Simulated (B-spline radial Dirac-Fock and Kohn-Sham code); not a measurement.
# An X-ray data sheet for Kr¹⁴⁺, step by step

Wanted for the Kr¹⁴⁺ ion: its X-ray form factor and Compton profile, the binding energy of each subshell and its two-hole states.

Program: B-spline radial Dirac-Fock and Kohn-Sham code, version 2. Model: a free atom or ion on a radial basis; each step names its model. All values are calculated, but those marked as tabulated.

## 1. The system

The Kr¹⁴⁺ ion, [Ar] 3d4.

| Property | Result |
| --- | --- |
| nuclear charge | 36 |
| electrons | 22 |
| mass number | 84 |
| nuclear rms radius | 4.1884 fm |

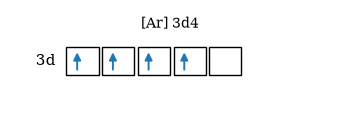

The shells outside the core; arrows follow Hund's rule for the drawing alone (heavy ions are jj-coupled), while the calculation averages over the configuration.

## 2. Scattering by the electron cloud

Model: Dirac-Fock average of configuration, finite nucleus; form factor of the spherical density, Waller-Hartree incoherent function, impulse-approximation Compton profiles.

Recorded inputs:

```ini
task = scatter
Z = 36
charge = 14
configuration = 1s2 2s2 2p6 3s2 3p6 3d4
mass_number = 84
rms_radius = 4.1884  # fm
s = [0.0, 0.05, 0.1, 0.15, 0.2, 0.25, 0.3, 0.35, 0.4, 0.45, 0.5, 0.6, 0.7, 0.8, 0.9, 1.0, 1.1, 1.2, 1.4, 1.6, 1.8, 2.0, 2.5, 3.0, 3.5, 4.0, 5.0, 6.0]  # 1/A
pz = [0, 0.1, 0.2, 0.3, 0.4, 0.5, 0.6, 0.8, 1.0, 1.2, 1.4, 1.6, 1.8, 2.0, 2.5, 3.0, 4.0, 5.0, 7.0, 10.0, 15.0, 20.0, 30.0, 40.0, 60.0, 100.0]  # a.u.
photon_energy = [5000, 8047.8, 10000, 17479.3, 100000, 200000, 500000, 1000000]  # eV
```

## 3. Hole states by ΔSCF

Model: Dirac-Fock average of configuration, Delta-SCF, finite nucleus, first-order Breit with its frequency dependence, self-energy and vacuum polarisation.

Settings, as recorded:

```ini
task = binding
```

## 4. Double vacancies and Auger multiplets

Model: Dirac-Fock average of configuration, Delta-SCF, finite nucleus, first-order Breit with its frequency dependence, self-energy and vacuum polarisation; two-hole levels by intermediate coupling within the shell, Auger rates as independent-particle Coulomb matrix elements.

The run's settings:

```ini
task = double
```

Q: Predict the outcome of this session. Wanted: rms radius of the electron cloud; form factor halves at; Compton profile at zero; deepest level listed, K; least bound, M4,5; Kα1; largest U, K K; Kα hypersatellite shift; strongest line of K-L123.

The runs gave:

| quantity | value |
| --- | --- |
| rms radius of the electron cloud | 0.399 bohr |
| form factor halves at | 0.88 1/Å |
| Compton profile at zero | 1.939 1/a.u. |
| deepest level listed, K (1s) | 14780.3 eV |
| least bound, M4,5 (3d) | 487.8 eV |
| Kα1 | 12649.1 eV |
| ionisation energy, NIST (theoretical) | 492.000 eV |
| largest U, K K | 564.5 eV |
| Kα hypersatellite shift | +396.2 eV |
| strongest line of K-L123 | L2L3, J = 2, 10336.9 eV |

The form factor starts at the 22 electrons and halves by s = 0.88 1/Å. Incoherent scattering outweighs coherent from 100 keV on, among the energies asked. For K (1s), relaxation takes off 36.8 eV, Breit terms shift it by -22.34 and QED by -10.80 eV. NIST's ionisation energy differs by +4.17 eV from the least binding energy, within its stated uncertainty. Two holes repel most in K K, by 564.5 eV, and least in M2 M3, by 44.16 eV. An empty K shell moves Kα up by 396 eV. In the K-L123 Auger group the L2L3 J = 2 line carries 48 % of the rate. The Hartree-Fock and Dirac-Fock values hold no electron correlation.
